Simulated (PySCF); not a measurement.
# Zr₂Te: triplet, from a bent start

Where does triplet Zr₂Te go from a bent start, is the end point a minimum, and what are its modes, charges and moments?

Method: PBE, basis Te def2-SVP with ECP28, Zr def2-SVP with ECP28, scalar-relativistic core potentials, no spin–orbit coupling, density fitting; program: PySCF 2.14.0.

### 1 Where the work starts

3 atoms, charge 0, spin multiplicity 3.

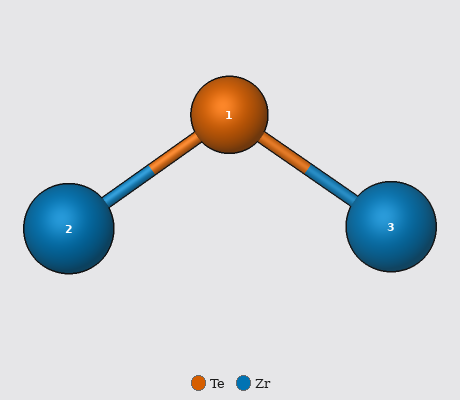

The starting geometry (tellurium orange, zirconium blue); atoms are numbered from 1 in the order of the file.

Coordinates in bohr (charge 0 multiplicity 3):
```
Te    0.0000    0.0000   -1.8249
Zr    4.4890    0.0000    1.3184
Zr   -4.4890    0.0000    1.3184
```

### 2 Bent start, triplet: relaxation

One driver script runs all steps and calls PySCF; scf.py shows how it sets up the SCF of each step. The optimiser is the driver's own. Before each start the driver seeks the lowest SCF state from one or more starting densities and follows internal instabilities, so scf.py alone need not reach the same state.

The program finds C2v symmetry in the start, which this walk keeps. The walk stops when the largest gradient is under 0.0003 Eh/bohr and the energy has settled too.

Input file scf.py:

```python
from pyscf import gto, scf, dft
mol = gto.M(atom='''
Te     0.000000     0.000000    -0.965708
Zr     2.375500    -0.000000     0.697692
Zr    -2.375500     0.000000     0.697692''',
    basis={'Te': 'def2-SVP', 'Zr': 'def2-SVP'},
    ecp={'Te': 'def2-SVP', 'Zr': 'def2-SVP'},
    charge=0, spin=2)
mf = dft.UKS(mol, xc='PBE')
mf.grids.atom_grid = (50, 194)
aux = {'Te': 'def2-universal-JKFIT', 'Zr': 'def2-universal-JKFIT'}
mf = mf.density_fit(auxbasis=aux)
mf.kernel()
```

After this run come: Vibrations and properties at this point.

Q: Predict the outcome of this session. Wanted: minimum; geometry; wavenumbers; dipole moment; highest occupied, lowest empty level; polar-tensor charge of Te1; zero-point energy; atomisation energy; ⟨S²⟩.

As calculated:

| quantity | value |
| --- | --- |
| minimum | triplet, C2v |
| geometry | Te–Zr 2.757 Å (×2), Zr–Zr 2.370 Å; Te–Zr–Zr 64.5° (×2), Zr–Te–Zr 50.9° |
| wavenumbers (cm⁻¹) | 163 (b2), 198 (a1), 260 (a1) |
| dipole moment | 3.94 D |
| highest occupied, lowest empty level (either spin) | -3.61, -3.26 eV |
| polar-tensor charge of Te1 | -0.35 e |
| zero-point energy | 3.7 kJ/mol |
| entropy at 298.15 K | 334.7 J/(mol K) |
| atomisation energy (no zero-point energy) | 868 kJ/mol |
| ⟨S²⟩ | 2.010 |

In words: The molecule stays C2v, as typed, and the end point is a minimum. The strongest infrared band lies at 198 cm⁻¹ (a1). Other starts or spin states, not run here, may lie lower. Open d and f shells are described by one determinant, and the ground state may have another occupation or spin. With an element this heavy the missing spin–orbit coupling can shift these numbers.
